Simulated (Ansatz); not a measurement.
Run report: CH$_{8}$GeO, geometry relaxation (part 1 of 2)

- system: CH$_{8}$GeO
- method: RKS LDA/def2-mTZVP (Ansatz 0.2.0)

It belongs to a series of runs on one base structure; here: end point A relaxed. Figures and captions count atoms from 1; the log counts them from 0 in places.

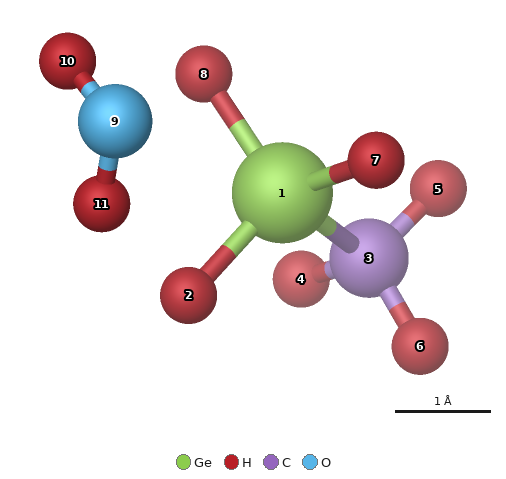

Fig. 1: The input geometry (ball-and-stick view, seen at a tilt; atoms are numbered from 1 in the order of the input). Sticks mark near contacts. Bond lengths as drawn: C–Ge 1.94 Å, C–H 1.10 Å, Ge–H 1.53 to 1.55 Å and H–O 0.97 to 0.99 Å.

### Input file
```yaml
crystal:
  periodic: [false, false, false]
  atoms:
    - { symbol: Ge, position_ang: [0.183008, 0.119363, -0.116188] }
    - { symbol: H, position_ang: [0.111917, -0.130885, 1.413226] }
    - { symbol: C, position_ang: [2.039031, -0.005134, -0.680323] }
    - { symbol: H, position_ang: [2.448269, -1.005929, -0.478971] }
    - { symbol: H, position_ang: [2.131871, 0.192798, -1.758077] }
    - { symbol: H, position_ang: [2.653451, 0.730903, -0.139871] }
    - { symbol: H, position_ang: [-0.410065, 1.501037, -0.420447] }
    - { symbol: H, position_ang: [-0.651313, -0.98072, -0.811546] }
    - { symbol: O, position_ang: [-2.525015, 0.004167, 1.105851] }
    - { symbol: H, position_ang: [-2.735232, -0.832127, 0.651196] }
    - { symbol: H, position_ang: [-1.732223, -0.223174, 1.65695] }
basis:
  gaussian: { orbitals: def2-mTZVP }
hamiltonian:
  xc: lda
relax:
  f_tol: 0.03
  max_steps: 50
output:
  orbitals: {}
```

Machine: 2 threads of Arm Neoverse V1, 24 GiB of memory available, shared host.

Command:
```bash
ansatz run input.yaml --threads 2 --pin off --max-ram 3072MiB --backend cpu --events-out ev --progress --plain --runs-dir out
```

### Log
```
The last accepted step is kept in [file] (removed where the run ends without a failure and the disk answers)
Engine: ansatz 0.2.0, aarch64-unknown-linux-gnu
Functional definition: SPW92
  exchange = slater_x
  correlation = pw_c
1031 factors; their error is unknown
mean field evaluation 1: about -59606.6183 eV, gradient 8.9e1 eV
mean field evaluation 2: about -59565.8542 eV, gradient 1.6e2 eV
mean field evaluation 4: about -59620.3635 eV, gradient 1.5e1 eV
mean field evaluation 8: about -59620.8400 eV, gradient 2.1e-1 eV
mean field evaluation 16: about -59620.7952 eV, gradient 1.7e-4 eV
mean field -59620.79517700 eV, -2191.0238103282 hartree, gradient 6.0e-5 eV, S^2 0.000000; 0 other end points of the search recorded, 0 dependent functions left out
the calculation of the forces begins
reference -59620.79521511 eV, -2191.0238117288 hartree; 27, 27 occupied and 76, 76 virtual orbitals, 1031 factors
relax step   1: F+E_penalty+E_count = -59620.79517700 eV  Δ(F+E_penalty+E_count) = +0.000e0 eV  max|allowed force component| = 5.104e-1 eV/Å  Δτ_max = 0.0000 Å  (27 SCF iters, accepted)
these checks for a lower state are left out or cut short: starts, cluster_reference, orbital_swaps, neighbouring_geometries, increment
1031 factors; their error is unknown
mean field -59620.81220830 eV, -2191.0244362172 hartree, gradient 2.6e-5 eV, S^2 0.000000; 0 other end points of the search recorded, 0 dependent functions left out
[... from here on the field's lines of each further geometry are left out, up to the last ...]
relax step   2: F+E_penalty+E_count = -59620.81220830 eV  Δ(F+E_penalty+E_count) = -1.703e-2 eV  max|allowed force component| = 2.758e-1 eV/Å  Δτ_max = 0.1935 Å  (29 SCF iters, accepted)
relax step   3: F+E_penalty+E_count = -59620.80370022 eV  Δ(F+E_penalty+E_count) = +8.508e-3 eV  max|allowed force component| = 4.171e-1 eV/Å  Δτ_max = 0.0605 Å  (29 SCF iters, rejected (line search))
relax step   4: F+E_penalty+E_count = -59620.81587732 eV  Δ(F+E_penalty+E_count) = -3.669e-3 eV  max|allowed force component| = 1.246e-1 eV/Å  Δτ_max = 0.0292 Å  (30 SCF iters, accepted)
relax step   5: F+E_penalty+E_count = -59620.81708878 eV  Δ(F+E_penalty+E_count) = -1.211e-3 eV  max|allowed force component| = 6.638e-2 eV/Å  Δτ_max = 0.0344 Å  (30 SCF iters, accepted)
relax step   6: F+E_penalty+E_count = -59620.81705645 eV  Δ(F+E_penalty+E_count) = +3.232e-5 eV  max|allowed force component| = 1.709e-1 eV/Å  Δτ_max = 0.0347 Å  (30 SCF iters, rejected (line search))
relax step   7: F+E_penalty+E_count = -59620.81759517 eV  Δ(F+E_penalty+E_count) = -5.064e-4 eV  max|allowed force component| = 2.551e-2 eV/Å  Δτ_max = 0.0169 Å  (30 SCF iters, accepted)
relax step   8: F+E_penalty+E_count = -59620.81777403 eV  Δ(F+E_penalty+E_count) = -1.789e-4 eV  max|allowed force component| = 1.859e-1 eV/Å  Δτ_max = 0.0732 Å  (28 SCF iters, accepted)
relax step   9: F+E_penalty+E_count = -59620.81862986 eV  Δ(F+E_penalty+E_count) = -8.558e-4 eV  max|allowed force component| = 5.280e-2 eV/Å  Δτ_max = 0.0712 Å  (29 SCF iters, accepted)
relax step  10: F+E_penalty+E_count = -59620.81863742 eV  Δ(F+E_penalty+E_count) = -7.568e-6 eV  max|allowed force component| = 3.733e-2 eV/Å  Δτ_max = 0.0225 Å  (30 SCF iters, accepted)
relax step  11: F+E_penalty+E_count = -59620.81904162 eV  Δ(F+E_penalty+E_count) = -4.042e-4 eV  max|allowed force component| = 2.627e-3 eV/Å  Δτ_max = 0.0245 Å  (30 SCF iters, accepted)
relax step  12: F+E_penalty+E_count = -59620.81912793 eV  Δ(F+E_penalty+E_count) = -8.631e-5 eV  max|allowed force component| = 4.737e-2 eV/Å  Δτ_max = 0.0364 Å  (29 SCF iters, accepted)
relax step  13: F+E_penalty+E_count = -59620.81919449 eV  Δ(F+E_penalty+E_count) = -6.655e-5 eV  max|allowed force component| = 3.779e-2 eV/Å  Δτ_max = 0.0192 Å  (30 SCF iters, accepted)
the calculation of the forces begins
reference -59620.81930354 eV, -2191.0246969624 hartree; 27, 27 occupied and 76, 76 virtual orbitals, 1031 factors
relax step  14: F+E_penalty+E_count = -59620.81926542 eV  Δ(F+E_penalty+E_count) = -7.093e-5 eV  max|allowed force component| = 2.415e-2 eV/Å  Δτ_max = 0.0198 Å  (29 SCF iters, accepted)
1031 factors; their error is unknown
mean field evaluation 128: about -59620.8193 eV, gradient 5.1e-5 eV
```

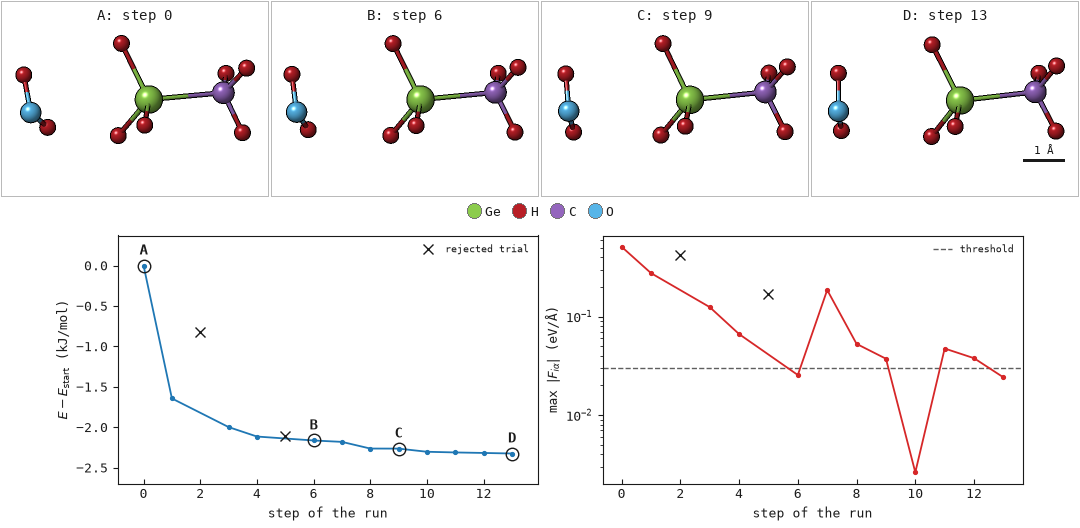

Fig. 2: Frames of the relaxation (ball-and-stick view, seen at a tilt) above the curves, on which the letters mark them (the first geometry is step 0 here and step 1 in the log).

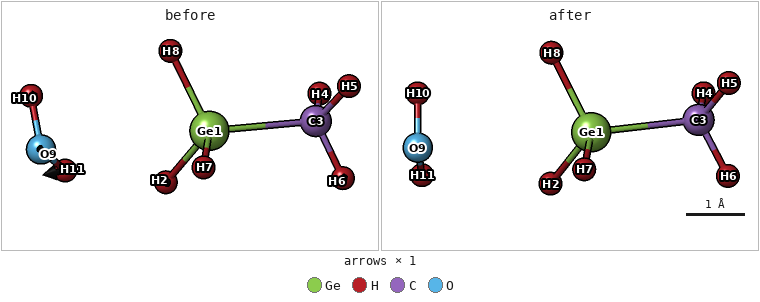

Fig. 3: Before (left) and after (right) the relaxation, at one scale (ball-and-stick view, seen at a tilt). The black arrows give the displacements, at true length. The energy falls by 2.32 kJ/mol in 13 geometry steps. The largest force component goes from 0.51 to 0.024 eV/Å. The line search rejected the trial steps at points 2, 5 (counted from 0) and went back. The atom that moves furthest after the best rigid fit is H11 (0.41 Å). Largest moves by element: H 0.41 Å, O 0.10 Å, Ge 0.07 Å, C 0.06 Å. Among the contacts that change: O9–H11 0.992 → 0.977 Å, Ge1–H2 1.551 → 1.547 Å. (Atoms are counted from 1 in the order of the input.)

```
mean field -59620.81926542 eV, -2191.0246955615 hartree, gradient 2.5e-5 eV, S^2 0.000000; 1 other end points of the search recorded, 0 dependent functions left out
the calculation of the forces begins
reference -59620.81930354 eV, -2191.0246969624 hartree; 27, 27 occupied and 76, 76 virtual orbitals, 1031 factors
Total energy: -59620.81930354 eV, -2191.0246969624 hartree
Atom 0 at     0.240697     0.102095    -0.077803 Å, force     0.003165     0.003220     0.001646 eV/Å
Atom 1 at     0.227307    -0.160357     1.447034 Å, force     0.000188     0.000192    -0.002585 eV/Å
Atom 2 at     2.071337     0.000733    -0.725190 Å, force     0.000840     0.000240     0.000267 eV/Å
Atom 3 at     2.505950    -0.988513    -0.518412 Å, force    -0.000003     0.001045    -0.000173 eV/Å
Atom 4 at     2.109044     0.172592    -1.811331 Å, force    -0.000603    -0.000537     0.001900 eV/Å
Atom 5 at     2.698708     0.761013    -0.236290 Å, force    -0.001207    -0.001532    -0.001109 eV/Å
Atom 6 at    -0.367474     1.483888    -0.367124 Å, force    -0.000307    -0.000580     0.000177 eV/Å
Atom 7 at    -0.606287    -0.994108    -0.763529 Å, force    -0.002274    -0.001361     0.000275 eV/Å
Atom 8 at    -2.611330     0.022283     1.065785 Å, force     0.009248    -0.024153     0.002065 eV/Å
Atom 9 at    -2.660674    -0.806940     0.550709 Å, force     0.003126     0.021477     0.015634 eV/Å
Atom 10 at    -2.093579    -0.222386     1.857952 Å, force    -0.012173     0.001990    -0.018095 eV/Å
Dipole moment:     0.226410    -0.287434     0.030947 e Å
```

### Trajectory as extended XYZ (Å, eV, eV/Å), 14 frames, from step=1 to step=14
```
11
Properties=species:S:1:pos:R:3:forces:R:3 step=1 energy=-59620.79518
Ge    0.1830    0.1194   -0.1162    0.0673  -0.0871  -0.1089
H     0.1119   -0.1309    1.4132    0.0875  -0.0117   0.0239
C     2.0390   -0.0051   -0.6803    0.0070   0.0371   0.0511
H     2.4483   -1.0059   -0.4790   -0.0171  -0.0106   0.0083
H     2.1319    0.1928   -1.7581   -0.0031   0.0106  -0.0142
H     2.6535    0.7309   -0.1399    0.0078  -0.0026  -0.0262
H    -0.4101    1.5010   -0.4204    0.0028   0.0386  -0.0112
H    -0.6513   -0.9807   -0.8115    0.0326   0.0272   0.0110
O    -2.5250    0.0042    1.1059    0.3652  -0.0499   0.3837
H    -2.7352   -0.8321    0.6512   -0.0396  -0.0819  -0.0421
H    -1.7322   -0.2232    1.6569   -0.5104   0.1302  -0.2754
11
Properties=species:S:1:pos:R:3:forces:R:3 step=2 energy=-59620.81221
Ge    0.2317    0.1171   -0.1364    0.0613  -0.0378   0.1066
H     0.1987   -0.1381    1.3955   -0.0764   0.0085  -0.0344
C     2.0842    0.0017   -0.7031   -0.0122   0.0136  -0.0530
H     2.4892   -1.0007   -0.5008    0.0064   0.0015  -0.0019
H     2.1680    0.1978   -1.7822    0.0339  -0.0038  -0.0066
H     2.7012    0.7392   -0.1683   -0.0078  -0.0037  -0.0094
H    -0.3637    1.5018   -0.4333   -0.0207   0.0081  -0.0004
H    -0.6048   -0.9810   -0.8280   -0.0170   0.0141   0.0099
O    -2.6832   -0.0156    1.1749    0.2066  -0.2758  -0.0077
H    -2.8032   -0.8430    0.6593    0.0306   0.2222   0.1379
H    -1.9044   -0.2089    1.7442   -0.2048   0.0530  -0.1410
11
Properties=species:S:1:pos:R:3:forces:R:3 step=3 energy=-59620.80370 accepted=F
Ge    0.2380    0.1147   -0.1270   -0.0248   0.0010  -0.1605
H     0.1574   -0.1465    1.4042    0.0642   0.0103  -0.1010
C     2.0902    0.0024   -0.7220   -0.0982  -0.0047  -0.2977
H     2.4957   -0.9916   -0.4986    0.0493  -0.1280  -0.0181
H     2.2214    0.1964   -1.8107   -0.1965  -0.0724   0.4171
H     2.6921    0.7321   -0.1751    0.1667   0.1947   0.0988
H    -0.3644    1.4966   -0.4337    0.0138   0.0088   0.0362
H    -0.6118   -0.9614   -0.8404    0.0065  -0.0126   0.0382
O    -2.6719   -0.0111    1.1637   -0.0900  -0.1192  -0.1696
H    -2.7882   -0.8540    0.6795   -0.0224   0.1091   0.0166
H    -1.9448   -0.2073    1.7819    0.1314   0.0130   0.1400
11
Properties=species:S:1:pos:R:3:forces:R:3 step=4 energy=-59620.81588
Ge    0.2315    0.1158   -0.1304    0.0199  -0.0260   0.0380
H     0.1802   -0.1400    1.4003   -0.0216   0.0052  -0.0319
C     2.0832    0.0016   -0.7061   -0.0181   0.0055  -0.0436
H     2.4913   -0.9986   -0.5009    0.0070  -0.0108  -0.0033
H     2.1714    0.1960   -1.7864   -0.0063  -0.0086   0.0356
H     2.6990    0.7397   -0.1724    0.0120   0.0176   0.0023
H    -0.3665    1.4997   -0.4287   -0.0066   0.0080   0.0027
H    -0.6101   -0.9771   -0.8248   -0.0024   0.0075   0.0076
O    -2.6613   -0.0094    1.1566    0.1091  -0.1246   0.0151
H    -2.7962   -0.8438    0.6634   -0.0029   0.0820   0.0312
H    -1.9088   -0.2137    1.7512   -0.0901   0.0442  -0.0538
11
Properties=species:S:1:pos:R:3:forces:R:3 step=5 energy=-59620.81709
Ge    0.2339    0.1114   -0.1206    0.0060  -0.0088   0.0121
H     0.1885   -0.1478    1.4078   -0.0167   0.0000  -0.0127
C     2.0818    0.0023   -0.7093   -0.0094   0.0005  -0.0192
H     2.4961   -0.9957   -0.5046    0.0074  -0.0056  -0.0029
H     2.1596    0.1934   -1.7904   -0.0025  -0.0044   0.0153
H     2.6989    0.7454   -0.1835    0.0120   0.0117   0.0006
H    -0.3635    1.4971   -0.4145   -0.0062  -0.0009   0.0038
H    -0.6069   -0.9798   -0.8182   -0.0045   0.0048   0.0077
O    -2.6475   -0.0015    1.1295   -0.0271  -0.0397  -0.0664
H    -2.7889   -0.8458    0.6574    0.0002   0.0431   0.0108
H    -1.9383   -0.2086    1.7682    0.0408  -0.0008   0.0509
```
